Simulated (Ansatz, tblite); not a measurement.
# The cluster Ti2H2O5: removing and adding an electron

Aim: the energy of removing and adding an electron for the cluster Ti2H2O5, by energy differences, and how well orbital energies stand in for it.

Computed with Ansatz 0.2.0, Gaussian basis. Level: as each input shows.

Levels to be run: charge +1 doublet, at the geometry of the singlet (PBE0-D4/def2-TZVP, PBE-D4/def2-TZVP, r2SCANh-D4/def2-TZVP, CCSD(T)/def2-SVP); charge -1 doublet, at the geometry of the singlet (PBE0-D4/def2-TZVPD, PBE-D4/def2-TZVPD, r2SCANh-D4/def2-TZVPD); the starting singlet's energies come from earlier runs.

2 further runs of the same task are left out: 2 set aside as unsound or not needed. Runs told in other sessions of the task aren't counted.

## Step 1: The structure

The geometry is that of the singlet, from an earlier relaxation (PBE-D4/def2-SVP). At that level it is the lowest of the isomers that a small search found.

9 atoms, charge 0, spin multiplicity 1.

Atoms are counted from 1 here; the program's logs count them from 0.

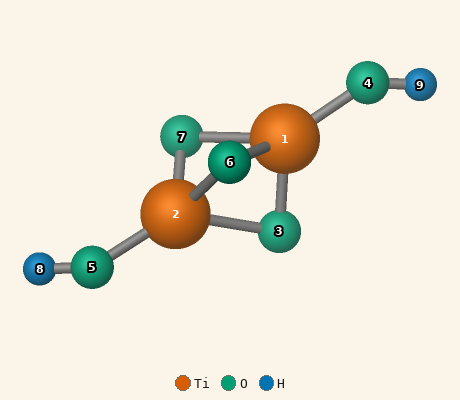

The structure; titanium orange, oxygen teal, hydrogen blue; atoms are numbered from 1 in the order of the file.

No spin-orbit coupling is included.

## Step 2: Charge +1 doublet at the fixed geometry, PBE0-D4/def2-TZVP

Contents of in.yaml:

```yaml
crystal:
  periodic: [false, false, false]
  atoms:
    - {symbol: Ti, position_ang: [-0.439049, 1.020517, 0.469116]}
    - {symbol: Ti, position_ang: [0.445438, -1.022388, -0.462017]}
    - {symbol: O, position_ang: [0.974797, 0.932570, -0.540376]}
    - {symbol: O, position_ang: [-1.059337, 2.523575, 1.268854]}
    - {symbol: O, position_ang: [1.078509, -2.612035, -1.057794]}
    - {symbol: O, position_ang: [0.150999, -0.529613, 1.295044]}
    - {symbol: O, position_ang: [-1.123609, -0.365933, -0.833824]}
    - {symbol: H, position_ang: [0.834323, -3.409452, -1.554840]}
    - {symbol: H, position_ang: [-0.862081, 3.462758, 1.415838]}
basis:
  gaussian: {orbitals: def2-TZVP}
total_charge: 1
magnetization: {spin_polarized: true, initial_magnetization: 1}
hamiltonian: {xc: pbe0, dispersion: d4}
scf: {omitted_lower_state_checks: [starts]}
output: {orbitals: {seedname: orbitals}}
```

The run is started by

```sh
ansatz run in.yaml --threads 4 --pin off --events-out ev --progress --plain --max-ram 4787MiB
```

What it wrote:

```text
Functional definition: PBE0
  name "PBE0"
  cite "Adamo & Barone, J. Chem. Phys. 110, 6158 (1999) doi:10.1063/1.478522"
  cite "Perdew, Burke & Ernzerhof, Phys. Rev. Lett. 77, 3865 (1996) doi:10.1103/PhysRevLett.77.3865"
  parent pbe
  parameter a = 0.25
  parameter kappa = 0.804
  parameter beta = 0.06672455060314922
  exchange = (1 - a)*pbe_x(kappa = kappa, mu = beta*pi^2/3) + a*exact_x
  correlation = pbe_c(beta = beta)
these checks for a lower state are left out or cut short: starts
1775 factors; their error is unknown
mean field evaluation 1: about -56440.7200 eV, gradient 1.1e2 eV
mean field evaluation 2: about -55693.7491 eV, gradient 4.8e2 eV
mean field evaluation 4: about -56470.7235 eV, gradient 4.3e1 eV
mean field evaluation 8: about -56479.5278 eV, gradient 3.5e0 eV
mean field evaluation 16: about -56479.5978 eV, gradient 6.3e-2 eV
mean field evaluation 32: about -56479.8620 eV, gradient 3.4e-5 eV
mean field -56479.86203281 eV, -2075.5966462802 hartree, gradient 6.0e-5 eV, S^2 0.811537; 0 other end points of the search recorded, 0 dependent functions left out
reference -56479.86208366 eV, -2075.5966481491 hartree; 43, 42 occupied and 214, 215 virtual orbitals, 1775 factors
Total energy: -56480.07054311 eV, -2075.6043088924 hartree
Checks for a lower state left out: starts
```

Wall time 19 s (4 threads of Arm Neoverse V2, shared host); peak memory 1.3 GiB.

From the report: HOMO -14.49 eV, LUMO -11.67 eV (over both spins); ⟨S²⟩ 0.812 (pure: 0.75).

## Step 3: Charge +1 doublet at the fixed geometry, PBE-D4/def2-TZVP

start.molden holds the orbitals of an earlier run on this state, given as this run's starting guess.

Changes to in.yaml since step 2:

```diff
@@ -13,6 +13,6 @@
 basis:
-  gaussian: {orbitals: def2-TZVP}
+  gaussian: {orbitals: def2-TZVP, initial_orbitals: start.molden}
 total_charge: 1
 magnetization: {spin_polarized: true, initial_magnetization: 1}
-hamiltonian: {xc: pbe0, dispersion: d4}
+hamiltonian: {xc: pbe, dispersion: d4}
 scf: {omitted_lower_state_checks: [starts]}
```

Launched as before.

What it wrote:

```text
Functional definition: PBE
  name "PBE"
  cite "Perdew, Burke & Ernzerhof, Phys. Rev. Lett. 77, 3865 (1996) doi:10.1103/PhysRevLett.77.3865"
  parent pbe
  parameter kappa = 0.804
  parameter beta = 0.06672455060314922
  exchange = pbe_x(kappa = kappa, mu = beta*pi^2/3)
  correlation = pbe_c(beta = beta)
these checks for a lower state are left out or cut short: starts
1669 factors; their error is unknown
mean field evaluation 1: about -56480.5818 eV, gradient 1.1e1 eV
mean field evaluation 2: about -56480.9962 eV, gradient 4.5e-1 eV
mean field evaluation 4: about -56480.9925 eV, gradient 2.4e-1 eV
mean field evaluation 8: about -56480.9927 eV, gradient 6.2e-5 eV
mean field -56480.99268392 eV, -2075.6381969420 hartree, gradient 5.8e-6 eV, S^2 0.766510; 0 other end points of the search recorded, 0 dependent functions left out
reference -56480.99275174 eV, -2075.6381994346 hartree; 43, 42 occupied and 214, 215 virtual orbitals, 1669 factors
Total energy: -56481.23742566 eV, -2075.6471910354 hartree
Checks for a lower state left out: starts
```

Run time: 9 s. Hardware: 4 threads of Arm Neoverse V2, shared host.

HOMO -12.88 eV, LUMO -12.59 eV (over both spins); ⟨S²⟩ 0.767 (pure: 0.75).

## Step 4: Charge +1 doublet at the fixed geometry, r2SCANh-D4/def2-TZVP

Changes to in.yaml since step 3:

```diff
@@ -16,3 +16,3 @@
 magnetization: {spin_polarized: true, initial_magnetization: 1}
-hamiltonian: {xc: pbe, dispersion: d4}
+hamiltonian: {xc: {name: r2SCANh}, dispersion: d4}
 scf: {omitted_lower_state_checks: [starts]}
```

The command is unchanged.

What it wrote, cut to the lines that bear on the results:

```text
Functional definition: r2SCANh
  name "r2SCANh"
  cite "Bursch, Neugebauer, Ehlert & Grimme, J. Chem. Phys. 156, 134105 (2022) doi:10.1063/5.0086040"
  cite "Furness, Kaplan, Ning, Perdew & Sun, J. Phys. Chem. Lett. 11, 8208 (2020) doi:10.1021/acs.jpclett.0c02405"
  cite "Furness, Kaplan, Ning, Perdew & Sun, J. Phys. Chem. Lett. 11, 9248 (2020) doi:10.1021/acs.jpclett.0c03077"
  parent r2scan
[...]
1739 factors; their error is unknown
[...]
mean field -56494.61655281 eV, -2076.1388648892 hartree, gradient 6.2e-5 eV, S^2 0.805909; 0 other end points of the search recorded, 0 dependent functions left out
reference -56494.61657599 eV, -2076.1388657413 hartree; 43, 42 occupied and 214, 215 virtual orbitals, 1739 factors
Total energy: -56494.67939545 eV, -2076.1411743139 hartree
Checks for a lower state left out: starts
```

It took 26 s on 4 threads of Arm Neoverse V2, shared host; peak memory 1.3 GiB.

From the report: HOMO -13.83 eV, LUMO -12.14 eV (over both spins); ⟨S²⟩ 0.806 (pure: 0.75).

## Step 5: Charge +1 doublet at the fixed geometry, CCSD(T)/def2-SVP

Changes to in.yaml since step 4:

```diff
@@ -13,7 +13,7 @@
 basis:
-  gaussian: {orbitals: def2-TZVP, initial_orbitals: start.molden}
+  gaussian: {orbitals: def2-SVP, initial_orbitals: start.molden}
 total_charge: 1
 magnetization: {spin_polarized: true, initial_magnetization: 1}
-hamiltonian: {xc: {name: r2SCANh}, dispersion: d4}
-scf: {omitted_lower_state_checks: [starts]}
+correlation: {method: ccsd_t}
+scf: {omitted_lower_state_checks: [starts, cluster_reference]}
 output: {orbitals: {seedname: orbitals}}
```

Same command.

What it wrote, cut to the lines that bear on the results:

```text
Functional definition: HF
  name "HF"
  cite "Fock, Z. Phys. 61, 126 (1930) doi:10.1007/BF01340294"
  parent pbe
[...]
1440 factors; integrals over basis functions are off by at most 1.0e-3 eV
[...]
mean field -56373.22089903 eV, -2071.6776568980 hartree, gradient 4.5e-6 eV, S^2 1.955298; 0 other end points of the search recorded, 0 dependent functions left out
15 core orbitals not correlated: weight in the atoms' cores, before any rotation towards them, 1.000 or more for the frozen orbitals, at most 0.000 for the correlated occupied ones
reference -56373.22089903 eV, -2071.6776568980 hartree; 28, 27 occupied and 99, 100 virtual orbitals, 1440 factors
second order -38.22061565 eV of doubles, -0.00000000 eV of singles
cycle   1  -37.40173114 eV  change    8.2e-1 eV  update   3.3e-1
[...]
cycle  19  -41.69516478 eV  change    1.5e-5 eV  update   2.0e-5
perturbative correction -2.37770095 eV, -0.0873788984 hartree
Total energy: -56417.29376477 eV, -2073.2973048400 hartree
Checks for a lower state left out: starts, cluster_reference
```

Wall time 4.4 min (4 threads of Arm Neoverse V2, shared host); peak memory 3.4 GiB.

Hartree-Fock HOMO -17.97 eV, LUMO -5.84 eV (over both spins); ⟨S²⟩ 1.955 (pure: 0.75); T1 0.083. Doubts: large T1 diagnostic, spin contamination.

## Step 6: Vertical ionisation energy

Charged state less starting state, singlet to doublet; the starting state's energies are those of its earlier runs.

```csv
level,vertical ionisation energy (eV),time
HF/def2-SVP†,+8.85,
PBE-D4/def2-TZVP,+9.60,13 s
r2SCANh-D4/def2-TZVP,+9.79,40 s
PBE0-D4/def2-TZVP,+9.86,27 s
MP2/def2-SVP†,+14.40,
CCSD/def2-SVP†,+9.66,
CCSD(T)/def2-SVP†,+9.84,5.3 min
```

Times add the two runs; a level without a time comes out of a correlated run. † marks a level with a doubtful state (flagged, unstable, out of aufbau order, or strongly spin-contaminated); such levels are left out of the summary. CCSD(T)/def2-SVP is no safe reference here (large T1 diagnostic, spin contamination).

Beside −ε(HOMO) of the starting state:

```csv
level,−ε(HOMO) (eV),by difference (eV),mismatch (eV)
PBE-D4/def2-TZVP,6.53,9.60,-3.07
r2SCANh-D4/def2-TZVP,7.40,9.79,-2.40
PBE0-D4/def2-TZVP,8.01,9.86,-1.85
```

## Step 7: Charge -1 doublet at the fixed geometry, PBE0-D4/def2-TZVPD

Changes to in.yaml since step 5:

```diff
@@ -13,7 +13,7 @@
 basis:
-  gaussian: {orbitals: def2-SVP, initial_orbitals: start.molden}
-total_charge: 1
+  gaussian: {orbitals: def2-TZVPD}
+total_charge: -1
 magnetization: {spin_polarized: true, initial_magnetization: 1}
-correlation: {method: ccsd_t}
-scf: {omitted_lower_state_checks: [starts, cluster_reference]}
+hamiltonian: {xc: pbe0, dispersion: d4}
+scf: {omitted_lower_state_checks: [starts]}
 output: {orbitals: {seedname: orbitals}}
```

Same command.

What it wrote, cut to the lines that bear on the results:

```text
Functional definition: PBE0
  name "PBE0"
  cite "Adamo & Barone, J. Chem. Phys. 110, 6158 (1999) doi:10.1063/1.478522"
  cite "Perdew, Burke & Ernzerhof, Phys. Rev. Lett. 77, 3865 (1996) doi:10.1103/PhysRevLett.77.3865"
  parent pbe
[...]
2002 factors; their error is unknown
[...]
mean field -56490.76732717 eV, -2075.9974084562 hartree, gradient 1.8e-5 eV, S^2 0.761295; 0 other end points of the search recorded, 0 dependent functions left out
reference -56490.76738305 eV, -2075.9974105096 hartree; 44, 43 occupied and 270, 271 virtual orbitals, 2002 factors
Total energy: -56491.01709115 eV, -2076.0065871132 hartree
Checks for a lower state left out: starts
```

It took 47 s on 4 threads of Arm Neoverse V2, shared host; peak memory 1.6 GiB.

From the report: HOMO 0.80 eV, LUMO 2.64 eV (over both spins); ⟨S²⟩ 0.761 (pure: 0.75). Doubts: highest occupied level lies above zero.

## Step 8: Charge -1 doublet at the fixed geometry, PBE-D4/def2-TZVPD

Changes to in.yaml since step 7:

```diff
@@ -13,6 +13,6 @@
 basis:
-  gaussian: {orbitals: def2-TZVPD}
+  gaussian: {orbitals: def2-TZVPD, initial_orbitals: start.molden}
 total_charge: -1
 magnetization: {spin_polarized: true, initial_magnetization: 1}
-hamiltonian: {xc: pbe0, dispersion: d4}
+hamiltonian: {xc: pbe, dispersion: d4}
 scf: {omitted_lower_state_checks: [starts]}
```

The command is unchanged.

What it wrote:

```text
Functional definition: PBE
  name "PBE"
  cite "Perdew, Burke & Ernzerhof, Phys. Rev. Lett. 77, 3865 (1996) doi:10.1103/PhysRevLett.77.3865"
  parent pbe
  parameter kappa = 0.804
  parameter beta = 0.06672455060314922
  exchange = pbe_x(kappa = kappa, mu = beta*pi^2/3)
  correlation = pbe_c(beta = beta)
these checks for a lower state are left out or cut short: starts
1874 factors; their error is unknown
mean field evaluation 1: about -56491.1811 eV, gradient 1.1e1 eV
mean field evaluation 2: about -56491.5643 eV, gradient 4.5e-1 eV
mean field evaluation 4: about -56491.5536 eV, gradient 2.0e-1 eV
mean field evaluation 8: about -56491.5537 eV, gradient 4.9e-5 eV
mean field -56491.55373814 eV, -2076.0263085263 hartree, gradient 1.7e-5 eV, S^2 0.753684; 0 other end points of the search recorded, 0 dependent functions left out
reference -56491.55381698 eV, -2076.0263114235 hartree; 44, 43 occupied and 270, 271 virtual orbitals, 1874 factors
Total energy: -56491.84650467 eV, -2076.0370674977 hartree
Checks for a lower state left out: starts
```

Run time: 16 s. Hardware: 4 threads of Arm Neoverse V2, shared host; peak memory 0.74 GiB.

HOMO 1.66 eV, LUMO 2.15 eV (over both spins); ⟨S²⟩ 0.754 (pure: 0.75). Doubts: highest occupied level lies above zero.

## Step 9: Charge -1 doublet at the fixed geometry, r2SCANh-D4/def2-TZVPD

Changes to in.yaml since step 8:

```diff
@@ -16,3 +16,3 @@
 magnetization: {spin_polarized: true, initial_magnetization: 1}
-hamiltonian: {xc: pbe, dispersion: d4}
+hamiltonian: {xc: {name: r2SCANh}, dispersion: d4}
 scf: {omitted_lower_state_checks: [starts]}
```

Launched as before.

What it wrote, cut to the lines that bear on the results:

```text
Functional definition: r2SCANh
  name "r2SCANh"
  cite "Bursch, Neugebauer, Ehlert & Grimme, J. Chem. Phys. 156, 134105 (2022) doi:10.1063/5.0086040"
  cite "Furness, Kaplan, Ning, Perdew & Sun, J. Phys. Chem. Lett. 11, 8208 (2020) doi:10.1021/acs.jpclett.0c02405"
  cite "Furness, Kaplan, Ning, Perdew & Sun, J. Phys. Chem. Lett. 11, 9248 (2020) doi:10.1021/acs.jpclett.0c03077"
  parent r2scan
[...]
1904 factors; their error is unknown
[...]
mean field -56505.38651779 eV, -2076.5346538024 hartree, gradient 1.7e-5 eV, S^2 0.761497; 0 other end points of the search recorded, 0 dependent functions left out
reference -56505.38655691 eV, -2076.5346552396 hartree; 44, 43 occupied and 270, 271 virtual orbitals, 1904 factors
Total energy: -56505.46285845 eV, -2076.5374592698 hartree
Checks for a lower state left out: starts
```

It took 47 s on 4 threads of Arm Neoverse V2, shared host; peak memory 1.6 GiB.

Report: HOMO 1.34 eV, LUMO 2.77 eV (over both spins); ⟨S²⟩ 0.761 (pure: 0.75). Doubts: highest occupied level lies above zero.

## Step 10: Vertical electron affinity

Starting state less charged state (positive: the electron is bound), singlet to doublet; the starting state's energies are those of its earlier runs.

```csv
level,vertical electron affinity (eV),time
PBE-D4/def2-TZVPD,+0.86,22 s
r2SCANh-D4/def2-TZVPD,+0.85,62 s
PBE0-D4/def2-TZVPD,+0.94,57 s
```

Times add the two runs; a level without a time comes out of a correlated run.

Beside −ε(LUMO) of the starting state:

```csv
level,−ε(LUMO) (eV),by difference (eV),mismatch (eV)
PBE-D4/def2-TZVPD,3.51,0.86,+2.66
r2SCANh-D4/def2-TZVPD,3.07,0.85,+2.21
PBE0-D4/def2-TZVPD,2.64,0.94,+1.71
```

## Step 11: Results

| quantity | value |
| --- | --- |
| vertical ionisation energy, functionals in def2-TZVP | 9.60 (PBE-D4) to 9.86 eV (PBE0-D4) |
| vertical electron affinity, functionals in def2-TZVPD | 0.85 (r2SCANh-D4) to 0.94 eV (PBE0-D4) |

**Reading.** The vertical ionisation energy spans 9.60 to 9.86 eV over the functionals. −ε(HOMO) misses the level's own difference by -1.85 eV at best (PBE0-D4) and -3.07 eV at worst (PBE-D4). The vertical electron affinity spans 0.85 to 0.94 eV over the functionals. The anion's highest level lies above zero where self-interaction lifts it, so diffuse functions weigh on these values. −ε(LUMO) misses the level's own difference by +1.71 eV at best (PBE0-D4) and +2.66 eV at worst (PBE-D4). The charged states' spins were chosen beforehand and needn't be their lowest.

The anion's highest level is positive in at least one run, so there the basis alone may hold the extra electron.
